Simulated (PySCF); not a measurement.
## Electronic structure of C5H12Si (SMILES CC(C)[SiH]1CC1) in real space

The calculation's input:

```
{"job": {"kind": "nmr", "xc": "PBE0", "basis": "pcSseg-1"}, "charge": 0, "multiplicity": 1}
C     -1.770835    -0.322918    -1.099537
C     -0.905866     0.262378     0.015029
C     -1.636713     0.154329     1.351896
Si     0.792487    -0.589139     0.091278
C      2.212315     0.069240    -0.955777
C      2.315778     0.422570     0.539029
H     -1.291035    -0.201717    -2.068029
H     -2.740675     0.172803    -1.132658
H     -1.942190    -1.385094    -0.934455
H     -0.754738     1.325554    -0.201025
H     -1.841135    -0.887830     1.590288
H     -1.041945     0.577606     2.158306
H     -2.588502     0.683572     1.313535
H      0.778386    -2.008076     0.424679
H      2.968472    -0.606315    -1.327516
H      2.069643     0.904433    -1.627253
H      2.233717     1.473424     0.778617
H      3.134077    -0.038503     1.071936
```

Run with:

```sh
OMP_NUM_THREADS=1 python probes_run.py task.json out
```

Geometry: GFN2-xTB.

Computed with PySCF, PBE0/pcSseg-1, SCF density, gas phase, non-relativistic.

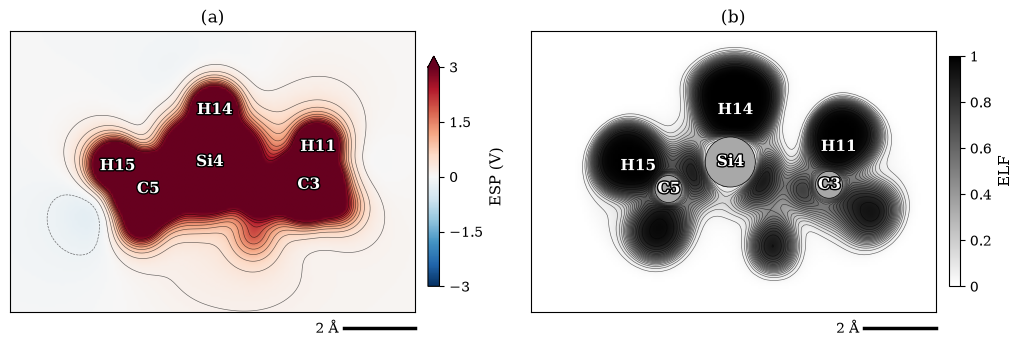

Figure 1. (a) electrostatic potential; (b) electron localisation function on the plane of atoms Si4, C5 and H15. Grey discs cover the atomic cores in the ELF map.

Read the bonding off the picture.

The section cuts through C, Si and H sites.
C–Si (1.88 Å): the ELF peaks at about 0.85 between the atoms, as expected for a shared electron pair.
C–H (1.09 Å): the ELF climbs to about 1 towards the hydrogen, as it does in any bond to H; an ordinary covalent bond to hydrogen.
Si–H (1.46 Å): the ELF climbs to about 1 towards the hydrogen.
The potential has no marked negative region in this plane.

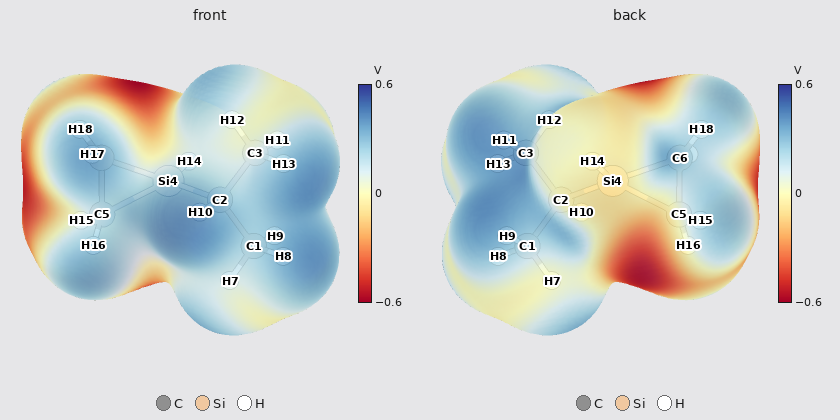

Figure 2. The molecular electrostatic potential painted on the density surface at 0.001 e/bohr³, seen from the front and from behind; red is negative and blue positive.

Which sites attract a positive test charge, and which a negative one?

A positive charge is drawn to the negative regions and a negative charge to the positive ones. The most negative region (about −0.6 V, or −14 kcal/mol for a unit charge) lies over C5 and C6, the most positive (about +0.4 V, or +9 kcal/mol for a unit charge) over the H and Si atoms.

How polar is the molecule by this calculation?

Its dipole moment is 0.78 D.
